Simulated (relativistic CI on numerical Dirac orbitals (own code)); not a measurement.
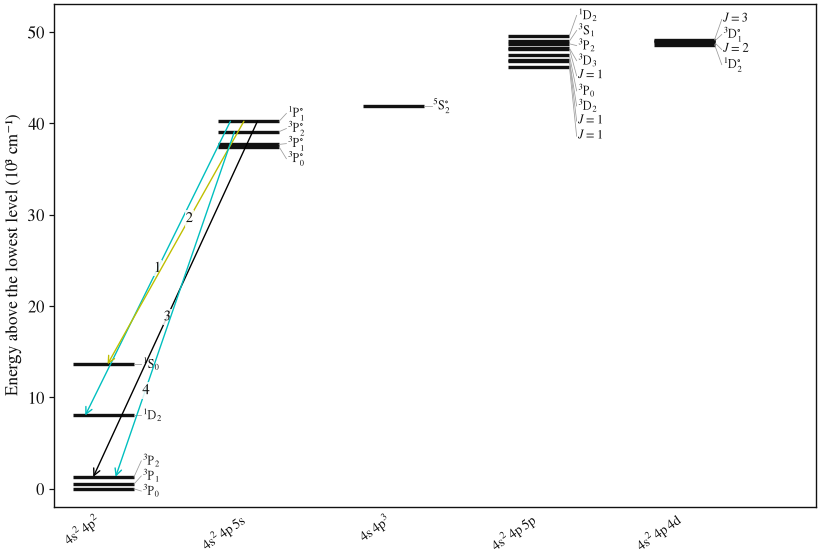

*Levels of Ge I (neutral germanium) with 4 numbered transitions. Rates are at computed energies, in the length gauge.*

| No. | Upper | Lower | Type | λ (vacuum) | A (s⁻¹) |
| --- | --- | --- | --- | --- | --- |
| 1 | 4s² 4p 5s ¹P°₁ | 4s² 4p² ¹D₂ | E1 | 310.5 nm | 2.3×10⁸ |
| 2 | 4s² 4p 5s ¹P°₁ | 4s² 4p² ¹S₀ | E1 | 375.9 nm | 2.3×10⁷ |
| 3 | 4s² 4p 5s ¹P°₁ | 4s² 4p² ³P₂ | E1 | 256.8 nm | 3.5×10⁶ |
| 4 | 4s² 4p 5s ³P°₂ | 4s² 4p² ³P₂ | E1 | 264.6 nm | 1.7×10⁸ |

Line 1 has the largest rate; it falls in the ultraviolet region.

# Ge: relativistic CI calculation

- system: Ge.
- method: Dirac-Coulomb-Breit CI, KLI orbitals optimised for each configuration, model QED (radiative potential, 1s self-energy scaled to tabulated hydrogen-like ionisation energies), valence Slater integrals scaled by 0.85, configuration energies shifted to the measured levels that pair with them (semi-empirical) (relativistic CI on numerical Dirac orbitals, in-house)

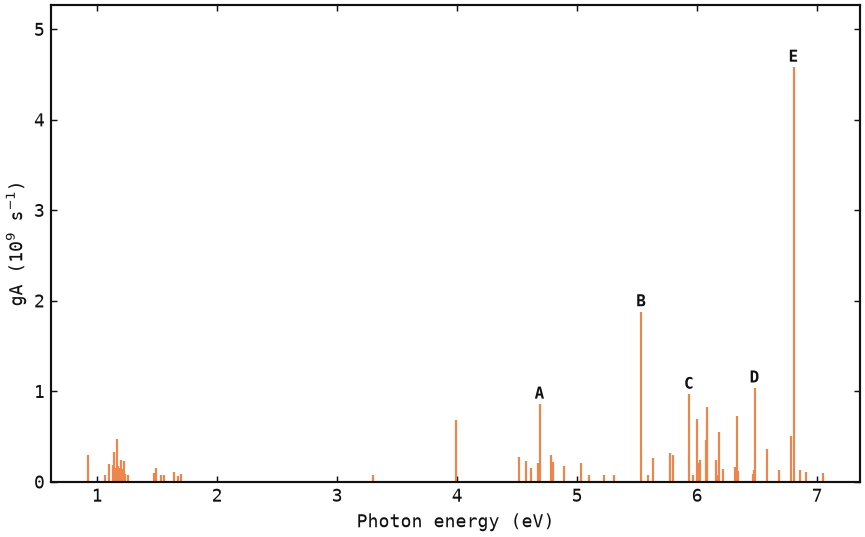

*The stronger electric dipole lines (weighted rates gA) for Ge I (neutral germanium).*

A: 4s² 4p 5s ³P°₂ → 4s² 4p² ³P₂, 4.686 eV, gA = 8.6×10⁸ s⁻¹; B: 4s² 4p 4d ¹F°₃ → 4s² 4p² ¹D₂, 5.533 eV, gA = 1.9×10⁹ s⁻¹; C: 4s² 4p 4d [4p₁/₂ 4d₅/₂] J = 3 → 4s² 4p² ³P₂, 5.932 eV, gA = 9.7×10⁸ s⁻¹; D: 4s² 4p 6d J = 3 (odd, mixed, level 74) → 4s² 4p² ¹D₂, 6.478 eV, gA = 1.0×10⁹ s⁻¹; E: 4s² 4p 6d ¹F°₃ → 4s² 4p² ¹D₂, 6.802 eV, gA = 4.6×10⁹ s⁻¹. The strongest, E, lies in the vacuum ultraviolet region.

These pictures come from the run below.

**The input**
```
atom Ge  Z=32  charge=0  electrons=32
nucleus A=74  rms_radius_fm=4.0742
hamiltonian dirac-coulomb  breit=on  qed=on  c_scale=1
orbitals kli  potential=per-configuration
slater_scale 0.85
correlation fit
mixing on
configurations
  [Ar] 3d10 4s2 4p2
  [Ar] 3d10 4s2 4p 5s
  [Ar] 3d10 4s 4p3
  [Ar] 3d10 4s2 4p 5p
  [Ar] 3d10 4s2 4p 4d
  [Ar] 3d10 4s2 4p 6s
  [Ar] 3d10 4s2 4p 6p
  [Ar] 3d10 4s2 4p 5d
  [Ar] 3d10 4s2 4p 4f
  [Ar] 3d10 4s2 4p 6d
  [Ar] 3d10 4s2 4p 5f
  [Ar] 3d10 4s2 4p 5g
  [Ar] 3d10 4s2 4d2
  [Ar] 3d10 4s2 4p 6f
  [Ar] 3d10 4p4
end
```

Launched within a batch (the task file carries these settings):
```bash
python <driver script> task.json out
```

The program writes its results to a structured record and prints no log; tables and figures of this report are taken from that record.

**The lowest 20 levels**

| Configuration | Level | E (cm⁻¹) | LS purity (%) | Landé g | Lifetime (s; – stable or not computed) |
| --- | --- | --- | --- | --- | --- |
| 4s² 4p² | ³P₀ | 0 | 98 | – | – |
| 4s² 4p² | ³P₁ | 519 | 99 | 1.501 | 4.0×10² |
| 4s² 4p² | ³P₂ | 1,310 | 98 | 1.497 | 1.5×10² |
| 4s² 4p² | ¹D₂ | 8,040 | 98 | 1.004 | 7.2×10⁰ |
| 4s² 4p² | ¹S₀ | 13,650 | 94 | – | 9.4×10⁻¹ |
| 4s² 4p 5s | ³P°₀ | 37,430 | 100 | – | 4.5×10⁻⁹ |
| 4s² 4p 5s | ³P°₁ | 37,710 | 89 | 1.446 | 4.3×10⁻⁹ |
| 4s² 4p 5s | ³P°₂ | 39,110 | 100 | 1.501 | 4.3×10⁻⁹ |
| 4s² 4p 5s | ¹P°₁ | 40,250 | 86 | 1.055 | 3.7×10⁻⁹ |
| 4s 4p³ | ⁵S°₂ | 41,930 | 100 | 2.001 | 7.7×10⁻⁶ |
| 4s² 4p 5p | [4p₁/₂ 5p₁/₂] J = 1 | 46,230 | 53 | 0.758 | 4.7×10⁻⁸ |
| 4s² 4p 5p | [4p₁/₂ 5p₃/₂] J = 1 | 46,880 | 33 | 1.102 | 3.7×10⁻⁸ |
| 4s² 4p 5p | ³D₂ | 46,930 | 80 | 1.186 | 3.7×10⁻⁸ |
| 4s² 4p 5p | ³P₀ | 47,470 | 93 | – | 3.0×10⁻⁸ |
| 4s² 4p 5p | J = 1 (even, mixed) | 48,160 | 45 | 1.283 | 3.6×10⁻⁸ |
| 4s² 4p 5p | ³D₃ | 48,250 | 100 | 1.334 | 3.8×10⁻⁸ |
| 4s² 4p 4d | ¹D°₂ | 48,650 | 64 | 0.962 | 1.7×10⁻⁸ |
| 4s² 4p 5p | ³P₂ | 48,730 | 79 | 1.423 | 3.0×10⁻⁸ |
| 4s² 4p 4d | [4p₁/₂ 4d₅/₂] J = 2 | 48,870 | 54 | 1.036 | 6.6×10⁻⁹ |
| 4s² 4p 4d | ³D°₁ | 49,010 | 82 | 0.573 | 4.4×10⁻⁹ |

**Summary**

- outcome: converged
- lowest level: 4s² 4p² ³P₀
- first excited level: 4s² 4p² ³P₁, 519 cm⁻¹
- levels computed: 141
- SCF iterations: 160
- hardware: 1 CPU thread, shared host
- wall time: 2.4 s

**Remarks**

Caveats: shifts are fitted to measured levels, configurations with none paired borrow a shift and can be misplaced by tens of thousands of cm⁻¹; rates and lifetimes follow the computed energies and can be off by orders of magnitude; one shift a configuration: terms inside it, and wavelengths, can be off by thousands of cm⁻¹; the fine structure of a weakly bound d or f electron outside closed shells is too small or inverted; only a limited list of configurations is included, so lower levels can be missing; only lines among the lowest 110 of 141 levels are drawn, so those from 4s 4p³ and 4s² 4p 6f are incomplete.
